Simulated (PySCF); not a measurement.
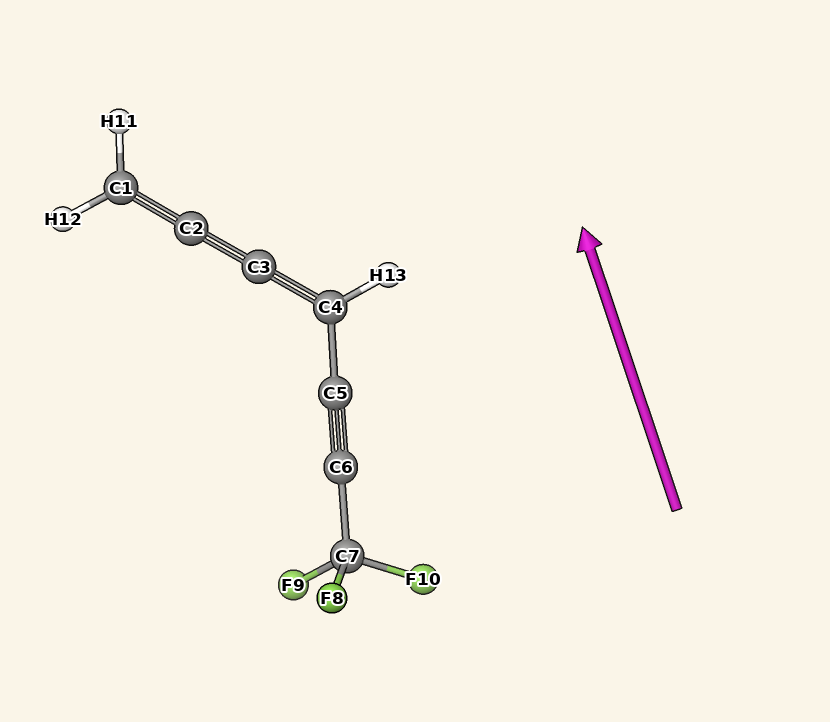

The arrow beside the molecule shows the direction of the dipole moment, from the negative to the positive end (its length means nothing). Computed geometry: GFN2-xTB optimisation. No frequency run is at hand to confirm it as a minimum. Level of theory: PBE0/pcSseg-1, gas phase (PySCF 2.14.0).

How large is the dipole moment?

Answer. 4.09 D; it points from the side of F10 to the side of H11 (the outermost atoms at the two ends).
